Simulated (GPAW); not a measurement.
# Screening of a field by Cl/Mo(100), part 2 of 2

How does Cl/Mo(100) screen a perpendicular field?

GPAW 26.7.0; GPAW, PAW setups; slab in vacuum, relaxation (the session's first sound run).

So far, dipole along the normal (e·Å): step 2 (relaxing the atoms) -0.0736; step 3 (plane waves, PBE) -0.0739; step 4 (In a field) -0.194.

## 5. Field on

Input file run.py:

```python
import json
import numpy as np
from ase import Atoms
from gpaw import GPAW, PW
from gpaw.external import ConstantElectricField

slab = Atoms(
    ['Mo', 'Mo', 'Mo', 'Mo', 'Mo', 'Cl'],
    positions=[
        [0.00000, 0.00000, 9.00000],
        [1.57500, 1.57500, 10.57500],
        [0.00000, 0.00000, 12.15000],
        [1.57500, 1.57500, 13.68194],
        [-0.00000, 0.00000, 15.29998],
        [1.57500, 1.57500, 16.98002]],
    cell=[[3.15, 0.0, 0.0], [0.0, 3.15, 0.0], [0.0, 0.0, 25.80469]],
    pbc=[True, True, False])

slab.calc = GPAW(mode=PW(400), xc='PBE', kpts={'size': (10, 10, 1), 'gamma': True},
                 occupations={'name': 'fermi-dirac', 'width': 0.1}, nbands='160%',
                 convergence={'density': 1e-05}, maxiter=200,
                 poissonsolver={'dipolelayer': 'xy'},
                 external=ConstantElectricField(-0.1, [0, 0, 1]),
                 symmetry={'tolerance': 1e-3}, txt='slab.txt')
result = {}
energy = slab.get_potential_energy()
fermi = slab.calc.get_fermi_level()
v = slab.calc.get_electrostatic_potential().mean((0, 1)) - fermi
n = slab.calc.get_pseudo_density().mean((0, 1))
L = slab.cell[2, 2]
z = np.arange(len(v)) * L / len(v)
low, high = slab.positions[:, 2].min(), slab.positions[:, 2].max()
below, above = np.interp([low - 6.8, high + 6.8], z, v)
slopes = [np.interp(x, z, np.gradient(v, z)) for x in (low - 6.8, high + 6.8)]
eps = np.array([[slab.calc.get_eigenvalues(k, s) for k in range(len(slab.calc.get_ibz_k_points()))]
                for s in range(slab.calc.get_number_of_spins())]) - fermi
top, bottom = eps[eps < 0].max(), eps[eps > 0].min()
dipole = slab.get_dipole_moment()[2]
print(f'energy {energy:.4f} eV, Fermi level {fermi:.4f} eV, dipole {dipole:.5f} e A')
print(f'potential 6.8 A off the faces, from the Fermi level: lower {below:.4f} eV, upper {above:.4f} eV')
print(f'slope of the potential there: lower {slopes[0]:.5f}, upper {slopes[1]:.5f} eV/A')
print(f'nearest levels on the mesh: {top:.4f} and {bottom:.4f} eV')
print('magnetic moment', round(slab.get_magnetic_moment(), 3))
result.update(energy=energy, fermi=fermi, dipole=dipole, below=below, above=above, slopes=slopes, edges=[top, bottom],
              z=z.tolist(), v=v.tolist(), n=n.tolist(), positions=slab.positions.tolist(),
              forces=slab.get_forces(apply_constraint=False).tolist(), moments=slab.get_magnetic_moments().tolist())
json.dump(result, open('result.json', 'w'))
```

On the command line:

```console
> OMP_NUM_THREADS=1 OPENBLAS_NUM_THREADS=1 python run.py
```

The log of the run:

```text
energy -55.7821 eV, Fermi level 1.7478 eV, dipole -0.13399 e A
potential 6.8 A off the faces, from the Fermi level: lower 3.3695 eV, upper 5.8130 eV
slope of the potential there: lower -0.00009, upper 0.00006 eV/A
nearest levels on the mesh: -0.0201 and 0.0022 eV
magnetic moment 0.0
```

Run time: 6.2 min. Hardware: 1 thread of Arm Neoverse V2, shared host; peak memory 0.54 GiB.

Numbers from this step:

* dipole along the normal: -0.1340 e·Å
* levels nearest the Fermi level on the mesh: -0.02006, 0.002177 eV from the Fermi level
* potential below the slab, the applied field's own ramp left out: 3.370 eV from the Fermi level
* potential above the slab, the applied field's own ramp left out: 5.813 eV from the Fermi level

The electrostatic potential energy of an electron (without an applied field's), less the Fermi level, planar mean oscillates, so the rows of the table below give means over windows of 1.61 Å about each position, cut where the curve ends. Its maxima inside the range that stand out by 2 % of the span (Å: eV): 9.8: -7.69, 11.4: -8.11, 12.9: -8.50, 14.5: -6.65, 16.2: -3.46, 25.4: 5.81. Its minima: 9.0: -19.5, 10.5: -19.8, 12.1: -19.9, 13.7: -19.5, 15.3: -19.3, 17.0: -16.2.

Table of electrostatic potential energy of an electron (without an applied field's), less the Fermi level, planar mean by z; means over each step:

```csv
z (Å),"electrostatic potential energy of an electron (without an applied field's), less the Fermi level, planar mean (eV)"
0.81,3.51
2.42,3.37
4.02,3.37
5.63,3.33
7.24,2.16
8.85,-11.9
10.46,-13.4
12.07,-13.6
13.68,-13.1
15.29,-12.3
16.90,-7.63
18.51,5.05
20.12,5.81
21.73,5.81
23.34,5.81
24.95,5.74
```

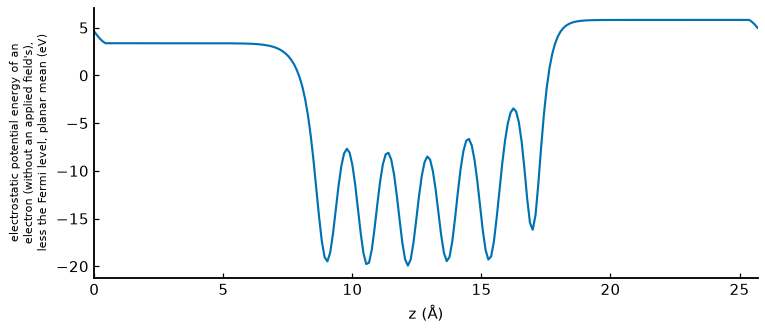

Electrostatic potential energy of an electron (without an applied field's), less the Fermi level, planar mean against z.

Force by atom:

```csv
atom,x (eV/Å),y (eV/Å),z (eV/Å),size
Mo1,0.00,0.00,1.35,1.35
Mo2,0.00,0.00,-1.32,1.32
Mo3,0.00,0.00,-0.03,0.03
Mo4,0.00,0.00,0.01,0.01
Mo5,0.00,0.00,-0.01,0.01
Cl6,0.00,0.00,0.01,0.01
```

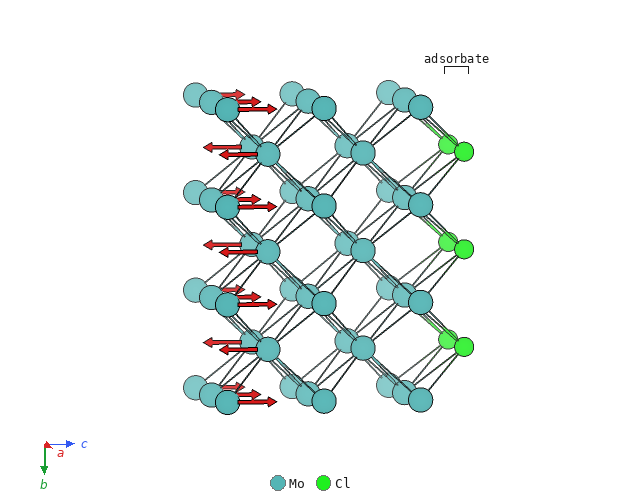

Force as arrows, the longest 1.35 eV/Å. 2×3×1 cells are drawn. Some periodic images of atoms are drawn too.

The dipole is now -0.134 e Å, against -0.074 in the run without a field.

## 6. Field on

Changes to run.py since step 5:

```diff
@@ -22,3 +22,3 @@
                  poissonsolver={'dipolelayer': 'xy'},
-                 external=ConstantElectricField(-0.1, [0, 0, 1]),
+                 external=ConstantElectricField(-0.05, [0, 0, 1]),
                  symmetry={'tolerance': 1e-3}, txt='slab.txt')
```

The log of the run:

```text
energy -55.7760 eV, Fermi level 1.7303 eV, dipole -0.10401 e A
potential 6.8 A off the faces, from the Fermi level: lower 3.6720 eV, upper 5.5688 eV
slope of the potential there: lower -0.00009, upper 0.00006 eV/A
nearest levels on the mesh: -0.0197 and 0.0021 eV
magnetic moment 0.0
```

Run time: 6 min. Hardware: 1 thread; peak memory 0.53 GiB.

The electrostatic potential energy of an electron (without an applied field's), less the Fermi level, planar mean oscillates, so the rows of the table below give means over windows of 1.61 Å about each position, cut where the curve ends. Its maxima inside the range that stand out by 2 % of the span (Å: eV): 9.8: -7.53, 11.4: -8.03, 12.9: -8.50, 14.5: -6.74, 16.2: -3.62, 25.4: 5.57. Its minima: 9.0: -19.3, 10.5: -19.7, 12.1: -19.9, 13.7: -19.5, 15.3: -19.4, 17.0: -16.4.

Table of electrostatic potential energy of an electron (without an applied field's), less the Fermi level, planar mean by z; means over each step:

```csv
z (Å),"electrostatic potential energy of an electron (without an applied field's), less the Fermi level, planar mean (eV)"
0.81,3.78
2.42,3.67
4.02,3.67
5.63,3.64
7.24,2.43
8.85,-11.7
10.46,-13.3
12.07,-13.6
13.68,-13.1
15.29,-12.5
16.90,-7.83
18.51,4.81
20.12,5.56
21.73,5.57
23.34,5.57
24.95,5.51
```

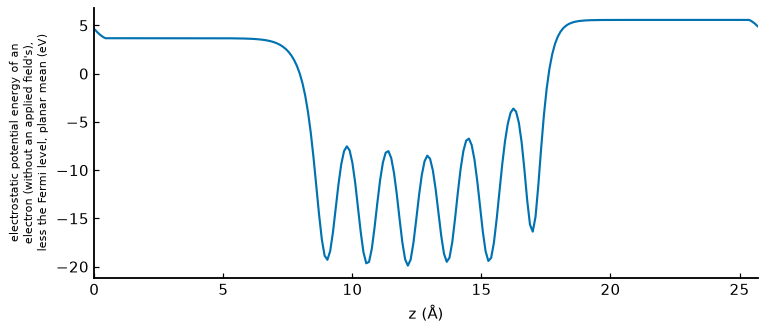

Electrostatic potential energy of an electron (without an applied field's), less the Fermi level, planar mean against z.

## 7. Field on

Changes to run.py since step 6:

```diff
@@ -22,3 +22,3 @@
                  poissonsolver={'dipolelayer': 'xy'},
-                 external=ConstantElectricField(-0.05, [0, 0, 1]),
+                 external=ConstantElectricField(0.05, [0, 0, 1]),
                  symmetry={'tolerance': 1e-3}, txt='slab.txt')
```

The log of the run:

```text
energy -55.7685 eV, Fermi level 1.6944 eV, dipole -0.04381 e A
potential 6.8 A off the faces, from the Fermi level: lower 4.2812 eV, upper 5.0802 eV
slope of the potential there: lower -0.00011, upper 0.00006 eV/A
nearest levels on the mesh: -0.0189 and 0.0024 eV
magnetic moment 0.0
```

Wall time 6.8 min (1 thread); peak memory 0.53 GiB.

The electrostatic potential energy of an electron (without an applied field's), less the Fermi level, planar mean oscillates, so the rows of the table below give means over windows of 1.61 Å about each position, cut where the curve ends. Its maxima inside the range that stand out by 2 % of the span (Å: eV): 9.8: -7.22, 11.4: -7.88, 12.9: -8.50, 14.5: -6.90, 16.2: -3.95. Its minima: 9.0: -18.9, 10.5: -19.4, 12.1: -19.8, 13.7: -19.6, 15.3: -19.7, 17.0: -16.8.

Table of electrostatic potential energy of an electron (without an applied field's), less the Fermi level, planar mean by z; means over each step:

```csv
z (Å),"electrostatic potential energy of an electron (without an applied field's), less the Fermi level, planar mean (eV)"
0.81,4.33
2.42,4.28
4.02,4.28
5.63,4.24
7.24,2.99
8.85,-11.3
10.46,-13.1
12.07,-13.5
13.68,-13.2
15.29,-12.7
16.90,-8.21
18.51,4.34
20.12,5.08
21.73,5.08
23.34,5.08
24.95,5.06
```

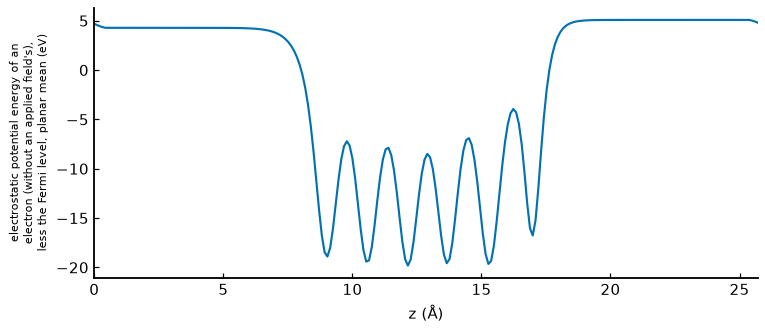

Electrostatic potential energy of an electron (without an applied field's), less the Fermi level, planar mean, plotted against z.

## 8. Field on

Changes to run.py since step 7:

```diff
@@ -22,3 +22,3 @@
                  poissonsolver={'dipolelayer': 'xy'},
-                 external=ConstantElectricField(0.05, [0, 0, 1]),
+                 external=ConstantElectricField(0.1, [0, 0, 1]),
                  symmetry={'tolerance': 1e-3}, txt='slab.txt')
```

The log of the run:

```text
energy -55.7671 eV, Fermi level 1.6759 eV, dipole -0.01367 e A
potential 6.8 A off the faces, from the Fermi level: lower 4.5873 eV, upper 4.8366 eV
slope of the potential there: lower -0.00012, upper 0.00006 eV/A
nearest levels on the mesh: -0.0185 and 0.0024 eV
magnetic moment 0.0
```

Elapsed: 6.3 min, on 1 thread; peak memory 0.53 GiB.

The dipole is now -0.0137 e Å, against -0.074 in the run without a field.

## 9. Field on

Changes to run.py since step 8:

```diff
@@ -22,3 +22,3 @@
                  poissonsolver={'dipolelayer': 'xy'},
-                 external=ConstantElectricField(0.1, [0, 0, 1]),
+                 external=ConstantElectricField(0.2, [0, 0, 1]),
                  symmetry={'tolerance': 1e-3}, txt='slab.txt')
```

The log of the run:

```text
energy -55.7686 eV, Fermi level 1.6378 eV, dipole 0.04681 e A
potential 6.8 A off the faces, from the Fermi level: lower 5.2033 eV, upper 4.3497 eV
slope of the potential there: lower -0.00015, upper 0.00006 eV/A
nearest levels on the mesh: -0.0177 and 0.0026 eV
magnetic moment 0.0
```

It took 6.5 min on 1 thread; peak memory 0.53 GiB.

The dipole is now 0.0468 e Å, against -0.074 in the run without a field.

## 10. Field on

Changes to run.py since step 9:

```diff
@@ -22,3 +22,3 @@
                  poissonsolver={'dipolelayer': 'xy'},
-                 external=ConstantElectricField(0.2, [0, 0, 1]),
+                 external=ConstantElectricField(0.3, [0, 0, 1]),
                  symmetry={'tolerance': 1e-3}, txt='slab.txt')
```

The log of the run:

```text
energy -55.7763 eV, Fermi level 1.5982 eV, dipole 0.10755 e A
potential 6.8 A off the faces, from the Fermi level: lower 5.8247 eV, upper 3.8636 eV
slope of the potential there: lower -0.00021, upper 0.00006 eV/A
nearest levels on the mesh: -0.0170 and 0.0013 eV
magnetic moment 0.0
```

Run time: 6.3 min. Hardware: 1 thread; peak memory 0.54 GiB.

The dipole is now 0.108 e Å, against -0.074 in the run without a field.

## 11. The series

The members are put on one axis.

This step: induced dipole against applied field (GPAW 26.7.0).

Table of dipole along the normal by field:

```csv
field (V/Å),dipole along the normal (e·Å)
-0.200,-0.194
-0.100,-0.134
-0.050,-0.104
0.000,-0.0739
0.050,-0.0438
0.100,-0.0137
0.200,0.0468
0.300,0.108
```

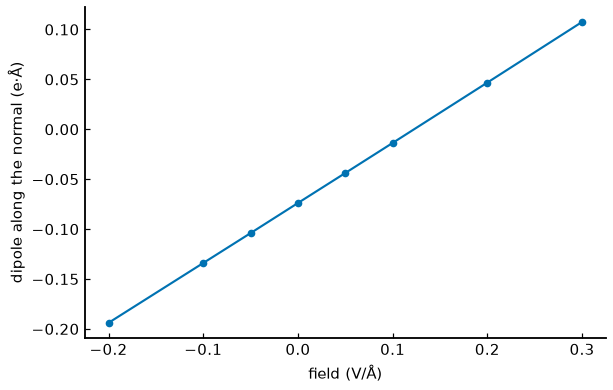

Dipole along the normal against field.

## 12. What came out

| Property | Result |
| --- | --- |
| work function, upper and lower face | 5.324 and 3.976 eV |
| dipole along the normal | -0.0739 e Å |
| induced dipole per field | 0.603 e Å per V/Å |
| out-of-plane polarisability per area, α/(ε0 A) | 11.0 Å |

What this shows: The field induces 0.603 e Å per V/Å, a polarisable thickness α/(ε0 A) of 11.0 Å beside 7.98 Å between the outermost nuclei. A perfect conductor would give the distance between its two image planes; a dielectric of thickness t gives t(1 - 1/ε). The two faces differ by 1.3 eV, the step that the slab's dipole makes (e p/(ε0 A) gives 1.3 eV), so the dipole layer is needed. The induced dipole is linear in the field over this range. The cell of 9.92 Å² holds one Cl, started on one chosen site; other sites and coverages weren't tried. The in-plane lattice was kept as typed, which isn't the functional's own and leaves some strain; spin-orbit coupling and temperature are left out.

[Logs are printed without paths, hosts, clocks, repeated set-up lines and the standing remarks that a program may print on its own settings, such as how far it seeks lower states.]

[Hosts, paths, dates, database ids (printed as entryN), source tags and the programs' standing remarks are cut or masked in the printed files.]
